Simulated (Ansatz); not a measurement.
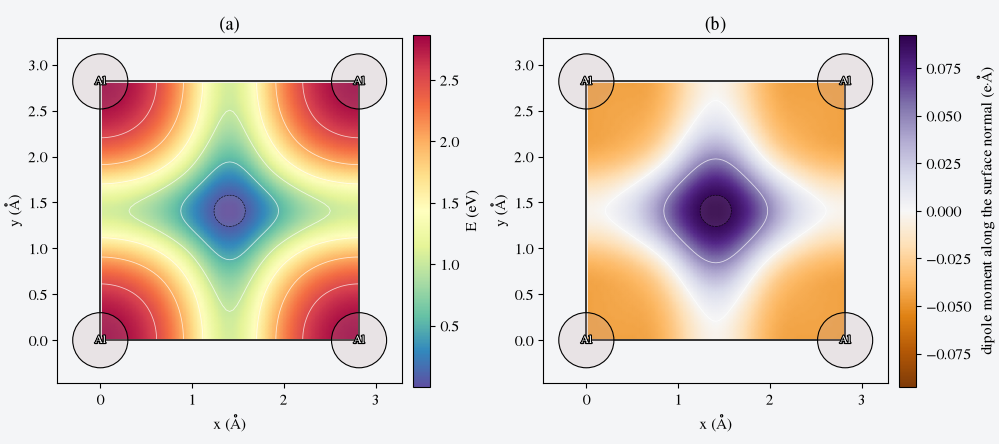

CH on an Al(100) slab cut from the Fm-3m phase, its upper half relaxed before the scan (12 atoms of substrate and one adsorbate in a 2 × 2 cell). 
- CH is moved over the surface cell; relaxed at each place: the height of the adsorbate's atoms; substrate rigid; the origin of the map has the adsorbate above Al9.
- Places are given modulo a cell vector. The map is drawn in real space over the plane of the surface.
- Grid: 6 × 6 points; 10 points were computed and 26 follow by symmetry.
- Places are given in fractions of the 1 × 1 surface cell.
- Energies: eV, counted from the lowest grid point.
- These are results of Ansatz 0.2.0, DFT LDA, scalar-relativistic, plane waves, PAW, not measurements. Settings: cutoff 420 eV, k-mesh 5×5×1, gaussian smearing 0.1 eV, spin-polarised.

Panel (a) is the energy and panel (b) the computed dipole moment along the surface normal on the same grid.

Drawn: a smooth colour map with a few white contour lines, labelled circles for the atoms of the top layer and small ones for the second layer, the outline of one cell of the plane. Between grid points the surface is interpolated.

> How does the dipole moment along the surface normal vary over the map, and what is it at the lowest grid point?

It runs from −0.05 e·Å at the top site over a surface Al atom, (0/6, 0/6) of the cell vectors to 0.09 e·Å at a fourfold hollow over a second-layer Al atom, (3/6, 3/6) of the cell vectors. At the lowest grid point, a fourfold hollow over a second-layer Al atom, (3/6, 3/6) of the cell vectors, it is 0.09 e·Å.

PAW datasets: the set soft_1.
